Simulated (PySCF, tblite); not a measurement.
**H13NOSi5, a small molecule taken as a stand-in for a surface group (silicon-backed Si): NMR shifts, core binding energies and electronic excitations**

What NMR shifts, core binding energies and electronic excitations should one expect for `N[SiH2]O[Si]([SiH3])([SiH3])[SiH3]`?

Programs: tblite 0.8.0 and PySCF 2.14.0. All values are calculated, for the isolated system unless a continuum is named. Atoms count from 0, parts from 1.

### 1 The system as given

20 atoms, charge 0, multiplicity 1; geometry: distance geometry start.

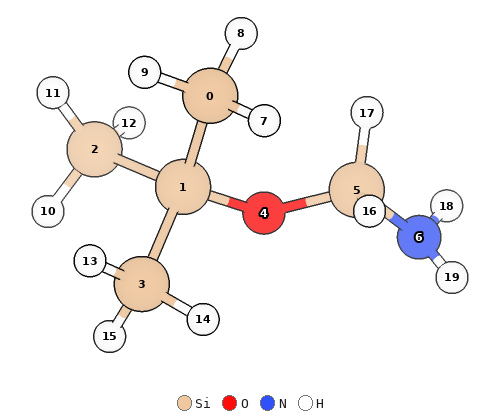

The starting geometry (silicon light orange, oxygen red, nitrogen blue, hydrogen white), atoms numbered.

### 2 Relaxing the cluster with GFN2-xTB

The job: settings as JSON, then the geometry in Å.

```
{"job": {"kind": "relax", "xc": "GFN2-xTB", "basis": "xTB"}, "charge": 0, "multiplicity": 1}
Si    -0.733471    -2.018271     1.343097
Si     0.041976    -0.716450    -0.264881
Si    -1.369294    -0.750844    -1.979847
Si     2.013418    -1.480222    -0.940132
O      0.231763     0.943636     0.343757
Si     0.259838     1.416496     2.055920
N      0.664129     3.153506     2.175216
H      0.199365    -2.053959     2.420016
H     -1.985052    -1.488883     1.845563
H     -0.943202    -3.343489     0.843667
H     -0.619757    -0.633550    -3.194902
H     -2.105405    -1.934620    -1.971310
H     -2.239980     0.357916    -1.851480
H      1.959548    -2.874381    -1.112156
H      3.005433    -1.168177     0.047828
H      2.395206    -0.847288    -2.138613
H      1.229012     0.622247     2.739740
H     -1.003752     1.180326     2.632249
H     -0.083388     3.789609     2.454606
H      1.572399     3.373796     2.610872
```

With the program's defaults for keys left out, this is: GFN2-xTB geometry optimisation, gas phase.

On the command line:

```bash
OMP_NUM_THREADS=1 python cluster_run.py task.json out
```

This one command runs all jobs of the session in turn.

The program printed:

```text
step      E/eV     max force
  0    -606.81083    3.345
  1    -607.33334    2.003
  2    -607.63671    1.001
  3    -607.68720    0.959
  4    -607.81116    0.580
  5    -607.84507    0.595
  6    -607.97709    0.424
  7    -608.00840    0.410
  8    -608.03767    0.366
  9    -608.05966    0.429
 10    -608.07862    0.352
 11    -608.09067    0.231
 12    -608.09885    0.227
 13    -608.10631    0.214
 14    -608.11539    0.271
 15    -608.12315    0.205
 16    -608.12757    0.157
 17    -608.13009    0.111
 18    -608.13217    0.111
 19    -608.13475    0.120
 20    -608.13913    0.174
 21    -608.14556    0.202
 22    -608.15269    0.184
 23    -608.15877    0.217
 24    -608.16422    0.206
 25    -608.17193    0.286
 26    -608.18516    0.352
 27    -608.20230    0.283
 28    -608.21572    0.226
 29    -608.22421    0.202
 30    -608.23167    0.243
 31    -608.23820    0.240
 32    -608.24307    0.146
 33    -608.24627    0.117
 34    -608.24909    0.118
 35    -608.25256    0.166
 36    -608.25702    0.181
 37    -608.26124    0.162
 38    -608.26368    0.118
 39    -608.26498    0.089
 40    -608.26595    0.098
 41    -608.26714    0.068
 42    -608.26802    0.093
 43    -608.26876    0.086
 44    -608.26946    0.057
 45    -608.27013    0.052
 46    -608.27081    0.064
 47    -608.27158    0.067
 48    -608.27251    0.078
 49    -608.27337    0.070
 50    -608.27412    0.066
 51    -608.27481    0.073
 52    -608.27546    0.082
 53    -608.27642    0.090
 54    -608.27756    0.081
 55    -608.27856    0.081
 56    -608.27927    0.058
 57    -608.27986    0.052
 58    -608.28054    0.065
 59    -608.28145    0.103
 60    -608.28268    0.161
 61    -608.28444    0.187
 62    -608.28687    0.161
 63    -608.28966    0.121
 64    -608.29212    0.123
 65    -608.29354    0.150
 66    -608.29485    0.120
 67    -608.29638    0.105
 68    -608.29878    0.149
 69    -608.30047    0.188
 70    -608.30272    0.115
 71    -608.30452    0.147
 72    -608.30676    0.146
 73    -608.30840    0.232
 74    -608.31230    0.216
 75    -608.31731    0.193
 76    -608.32234    0.449
 77    -608.32458    0.241
 78    -608.32759    0.160
 79    -608.33026    0.314
 80    -608.33402    0.168
 81    -608.33767    0.189
 82    -608.34023    0.222
 83    -608.34189    0.139
 84    -608.34438    0.133
 85    -608.34600    0.114
 86    -608.34836    0.116
 87    -608.34958    0.087
 88    -608.35056    0.108
 89    -608.35154    0.068
 90    -608.35282    0.098
 91    -608.35449    0.115
 92    -608.35598    0.090
 93    -608.35722    0.160
 94    -608.35816    0.086
 95    -608.35930    0.094
 96    -608.36018    0.095
 97    -608.36126    0.118
 98    -608.36214    0.097
 99    -608.36283    0.073
100    -608.36345    0.056
101    -608.36420    0.055
102    -608.36510    0.102
103    -608.36602    0.100
104    -608.36717    0.092
105    -608.36812    0.075
106    -608.36882    0.082
107    -608.36928    0.088
108    -608.36977    0.068
109    -608.37034    0.082
110    -608.37090    0.068
111    -608.37134    0.069
112    -608.37170    0.053
113    -608.37202    0.036
114    -608.37232    0.034
115    -608.37262    0.037
116    -608.37298    0.045
117    -608.37353    0.061
118    -608.37431    0.055
119    -608.37518    0.062
120    -608.37585    0.061
121    -608.37634    0.063
122    -608.37676    0.063
123    -608.37734    0.062
124    -608.37805    0.057
125    -608.37880    0.062
126    -608.37975    0.093
127    -608.38091    0.116
128    -608.38196    0.095
129    -608.38256    0.157
130    -608.38339    0.066
131    -608.38394    0.043
132    -608.38445    0.060
133    -608.38485    0.045
134    -608.38519    0.044
135    -608.38548    0.050
136    -608.38579    0.052
137    -608.38611    0.061
138    -608.38640    0.044
139    -608.38664    0.042
140    -608.38682    0.043
141    -608.38699    0.041
142    -608.38718    0.041
143    -608.38737    0.030
144    -608.38757    0.038
145    -608.38775    0.037
146    -608.38793    0.034
147    -608.38808    0.025
148    -608.38821    0.017
149    -608.38831    0.024
150    -608.38837    0.031
151    -608.38843    0.025
152    -608.38848    0.016
153    -608.38853    0.020
154    -608.38859    0.022
155    -608.38866    0.023
156    -608.38872    0.022
157    -608.38877    0.017
158    -608.38882    0.016
159    -608.38887    0.021
160    -608.38892    0.021
161    -608.38898    0.019
162    -608.38906    0.021
163    -608.38916    0.021
164    -608.38927    0.022
165    -608.38938    0.024
166    -608.38948    0.025
167    -608.38959    0.034
168    -608.38972    0.033
169    -608.38986    0.027
170    -608.39000    0.036
171    -608.39011    0.032
172    -608.39021    0.026
173    -608.39029    0.021
174    -608.39035    0.017
175    -608.39041    0.021
176    -608.39047    0.024
177    -608.39054    0.025
178    -608.39062    0.025
179    -608.39069    0.020
180    -608.39074    0.015
181    -608.39078    0.015
182    -608.39083    0.016
183    -608.39088    0.015
184    -608.39093    0.018
185    -608.39098    0.017
186    -608.39102    0.018
187    -608.39106    0.015
188    -608.39109    0.015
189    -608.39114    0.018
190    -608.39118    0.018
191    -608.39123    0.020
192    -608.39128    0.018
193    -608.39134    0.016
194    -608.39142    0.020
195    -608.39151    0.024
196    -608.39164    0.035
197    -608.39184    0.047
198    -608.39211    0.061
199    -608.39240    0.065
200    -608.39265    0.052
201    -608.39265    0.052
202    -608.39516    0.091
203    -608.39599    0.065
204    -608.39703    0.088
205    -608.39839    0.061
206    -608.39908    0.110
207    -608.39738    0.162
208    -608.39914    0.092
209    -608.38241    0.405
210    -608.39943    0.075
211    -608.39844    0.176
212    -608.39991    0.019
213    -608.40006    0.028
214    -608.40032    0.041
215    -608.40054    0.038
216    -608.40072    0.024
217    -608.40080    0.060
218    -608.40094    0.037
219    -608.40105    0.027
220    -608.40114    0.025
221    -608.40119    0.011
222    -608.40119    0.027
223    -608.40125    0.033
224    -608.40133    0.011
225    -608.40134    0.007
```

Run time: 10 s. Hardware: 1 thread of Arm Neoverse V1, shared host.

Step by step:

```
step  energy from step 0 (eV)  largest force (eV/Å)
   0                   0.0000                3.3451
   9                  -1.2488                0.4292
  18                  -1.3213                0.1116
  27                  -1.3915                0.2833
  36                  -1.4462                0.1813
  45                  -1.4593                0.0514
  54                  -1.4667                0.0810
  63                  -1.4788                0.1212
  72                  -1.4959                0.1464
  81                  -1.5268                0.1891
  90                  -1.5420                0.0975
  99                  -1.5520                0.0730
 108                  -1.5589                0.0681
 117                  -1.5627                0.0604
 126                  -1.5689                0.0930
 135                  -1.5747                0.0495
 144                  -1.5767                0.0381
 153                  -1.5777                0.0199
 162                  -1.5782                0.0206
 171                  -1.5793                0.0322
 180                  -1.5799                0.0153
 189                  -1.5803                0.0175
 198                  -1.5813                0.0611
 207                  -1.5865                0.1621
 216                  -1.5899                0.0242
 225                  -1.5905                0.0073
```

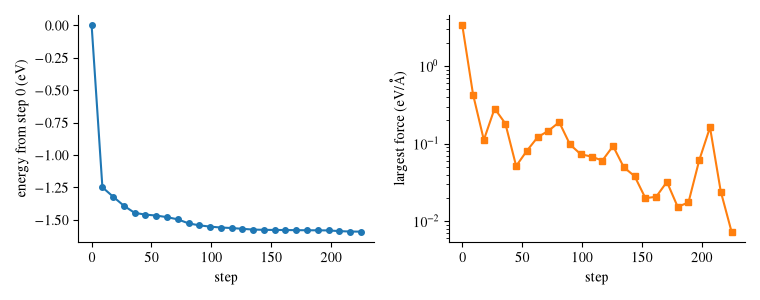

Energy and force, step by step.

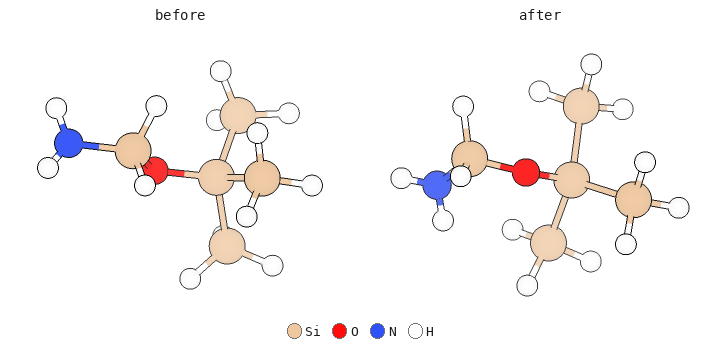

The geometry before (left) and after (right).

Distances of close pairs at the start and the end, largest changes first:

```
   bond  before (Å)  after (Å)  change (Å)
 O4–Si5       1.776      1.614      -0.163
 Si1–O4       1.778      1.654      -0.124
Si0–Si1       2.209      2.334      +0.124
Si1–Si3       2.219      2.335      +0.116
Si1–Si2       2.221      2.337      +0.116
Si2–H11       1.394      1.468      +0.074
 Si5–N6       1.787      1.723      -0.064
Si3–H13       1.406      1.469      +0.064
```

### 3 Relaxing the molecule at PBE0-D3(BJ)/def2-SVP

The job: settings as JSON, then the geometry in Å.

```
{"job": {"xc": "PBE0", "basis": "def2-SVP", "d3": "d3bj", "grid": 2, "kind": "geom", "shake": 0.01}, "charge": 0, "multiplicity": 1}
Si    -1.272896    -2.460895     1.016467
Si    -0.096337    -0.774068    -0.096419
Si    -1.173672     0.114489    -1.986189
Si     2.199014    -1.241683    -0.468736
O     -0.129444     0.421634     1.035328
Si     0.307074     1.921016     1.489464
N      0.171950     2.929812     0.107682
H     -0.689935    -2.895972     2.270254
H     -2.686856    -2.092751     1.361912
H     -1.372313    -3.623428     0.157980
H     -0.364071     1.078696    -2.737666
H     -1.491390    -0.956713    -2.910643
H     -2.446916     0.829920    -1.715253
H      2.264600    -2.338602    -1.428382
H      2.903799    -1.694539     0.724374
H      2.945897    -0.115968    -1.011474
H      1.730781     1.936707     1.835303
H     -0.593250     2.188567     2.624268
H     -0.693681     2.883780    -0.424442
H      0.441785     3.894713     0.189293
```

The program printed:

```text
step   0  E = -1584.03412374  max force = 0.016197
step   1  E = -1584.04754807  max force = 0.005504
step   2  E = -1584.04850328  max force = 0.003126
step   3  E = -1584.05049259  max force = 0.006515
step   4  E = -1584.05130416  max force = 0.009134
step   5  E = -1584.05220003  max force = 0.005695
step   6  E = -1584.05284074  max force = 0.001910
step   7  E = -1584.05305824  max force = 0.001716
step   8  E = -1584.05329689  max force = 0.002615
step   9  E = -1584.05351092  max force = 0.002962
step  10  E = -1584.05369273  max force = 0.002326
step  11  E = -1584.05378390  max force = 0.001297
step  12  E = -1584.05383750  max force = 0.000543
step  13  E = -1584.05388781  max force = 0.000717
step  14  E = -1584.05391956  max force = 0.000601
step  15  E = -1584.05393418  max force = 0.000512
step  16  E = -1584.05394320  max force = 0.000398
optimisation converged
```

It took 9.9 min on 1 thread of Arm Neoverse V1, shared host; peak memory 1.1 GiB.

The steps of the relaxation:

```
step  energy from step 0 (eV)  largest force component (eV/Å)
   0                   0.0000                          0.8329
   1                  -0.3653                          0.2830
   2                  -0.3913                          0.1607
   3                  -0.4454                          0.3350
   4                  -0.4675                          0.4697
   5                  -0.4919                          0.2928
   6                  -0.5093                          0.0982
   7                  -0.5152                          0.0882
   8                  -0.5217                          0.1345
   9                  -0.5276                          0.1523
  10                  -0.5325                          0.1196
  11                  -0.5350                          0.0667
  12                  -0.5364                          0.0279
  13                  -0.5378                          0.0369
  14                  -0.5387                          0.0309
  15                  -0.5391                          0.0263
  16                  -0.5393                          0.0205
```

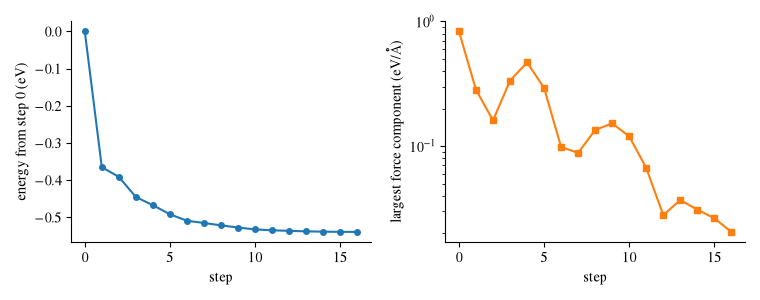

Energy and force, step by step.

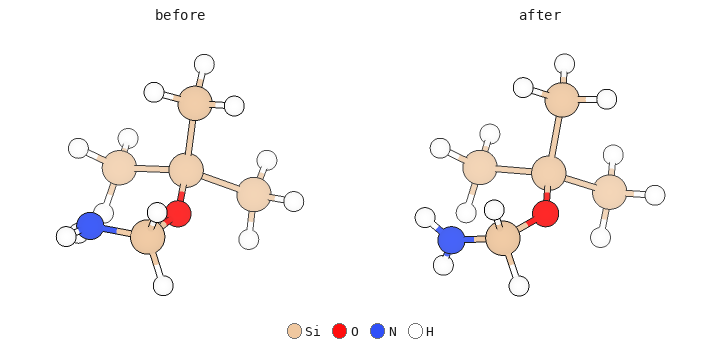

The geometry before (left) and after (right).

Distances of close pairs at the start and the end, largest changes first:

```
   bond  before (Å)  after (Å)  change (Å)
Si2–H11       1.450      1.500      +0.050
 Si0–H9       1.449      1.497      +0.048
 Si0–H7       1.450      1.495      +0.046
Si3–H15       1.456      1.497      +0.041
 O4–Si5       1.626      1.667      +0.041
Si3–H13       1.459      1.497      +0.038
Si3–H14       1.458      1.496      +0.038
Si2–H10       1.466      1.496      +0.030
```

The end geometry stands in the next job.

```
                         at the end point                value
  point group (found at 0.08 Å tolerance)                   C1
rotational constants (GHz, main isotopes)  1.040, 0.633, 0.616
                        dipole moment (D)                 1.96
```

(Part 1 of 2 ends here.)
